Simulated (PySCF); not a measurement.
## A series of small molecules: chlorofluoromethanes CF(4-n)Cl(n)

Gas-phase molecules at GFN2-xTB geometries (not checked as minima at the level of the calculation), B3LYP/def2-SVPD with PySCF. The ionisation energy is E(cation) − E(neutral) at fixed geometry, without spin-orbit coupling; where the highest orbital is degenerate, the cation is one component. LUMO energies depend on the basis. GFN2-xTB bonds to atoms past the second row can be off by 0.02 to 0.07 Å and angles by up to several degrees, which can move orbital and ionisation energies by up to 0.5 eV and charges by 0.01 to 0.02 e, so small steps and misses may come from the geometries. Volumes are summed on a coarse grid and good to about 2 %.

```json
{"molecule": "CF4", "n": "0", "Hirshfeld charge of the central atom (e)": "0.352", "HOMO energy (eV)": "−12.46", "vertical ionisation energy (eV)": "15.61", "HOMO–LUMO gap (eV)": "12.89", "volume inside the 0.001 a.u. surface (Å³)": "61"}
{"molecule": "CF3Cl", "n": "1", "Hirshfeld charge of the central atom (e)": "?", "HOMO energy (eV)": "?", "vertical ionisation energy (eV)": "?", "HOMO–LUMO gap (eV)": "?", "volume inside the 0.001 a.u. surface (Å³)": "?"}
{"molecule": "CFCl3", "n": "3", "Hirshfeld charge of the central atom (e)": "0.180", "HOMO energy (eV)": "−8.98", "vertical ionisation energy (eV)": "11.37", "HOMO–LUMO gap (eV)": "7.28", "volume inside the 0.001 a.u. surface (Å³)": "111"}
{"molecule": "CCl4", "n": "4", "Hirshfeld charge of the central atom (e)": "0.120", "HOMO energy (eV)": "−8.91", "vertical ionisation energy (eV)": "11.13", "HOMO–LUMO gap (eV)": "7.04", "volume inside the 0.001 a.u. surface (Å³)": "127"}
```

The results for CF3Cl are withheld.

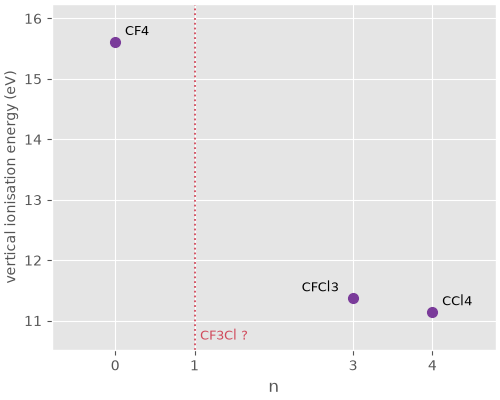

> Estimate the vertical ionisation energy for CF3Cl from its trend with n.

A least-squares line through the three given members is y = 15.473 − 1.186 x, with R² = 0.96 and a scatter of 0.70 eV; CFCl3 lies farthest from it (−0.55 eV). At x = 1 it gives 14.29 eV. For a new member the 90 % prediction interval is ±5.45 eV, wide since three points leave one degree of freedom. The misses run in a curve, so a straight line is a rough model here.

> How does the computed value compare?

The calculation gives 13.04 eV, 1.25 eV below the estimate (1.8 times the scatter, 28 % of the range of the series): inside the wide prediction interval, but a poor estimate. Its other results: Hirshfeld charge of the central atom 0.296 e, HOMO energy −9.90 eV, HOMO–LUMO gap 9.15 eV and volume inside the 0.001 a.u. surface 79 Å³.

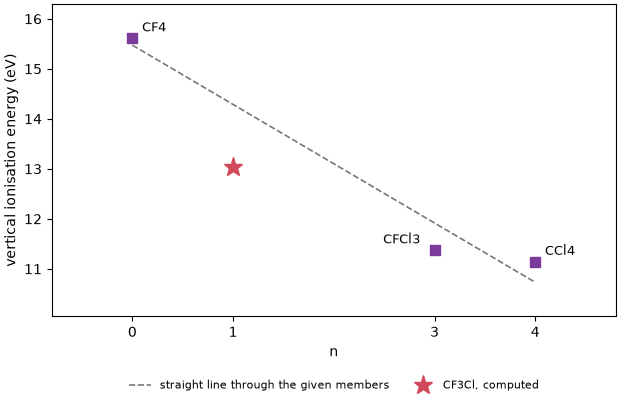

Over the series −ε(HOMO) lies 2.22 to 3.15 eV below the ionisation energy from total-energy differences, since this functional puts filled levels too high (delocalisation error). The pairing was chosen among those with R² above 0.96; series and pairings with weaker trends are left out of this set.

The single runs took from 4.7 s to 2.4 min, on 1 thread of shared hosts (Intel(R) Xeon(R) 6975P-C (Granite Rapids), Intel(R) Xeon(R) Platinum 8375C CPU @ 2.90GHz (Ice Lake) and Intel(R) Xeon(R) Platinum 8488C (Sapphire Rapids)).
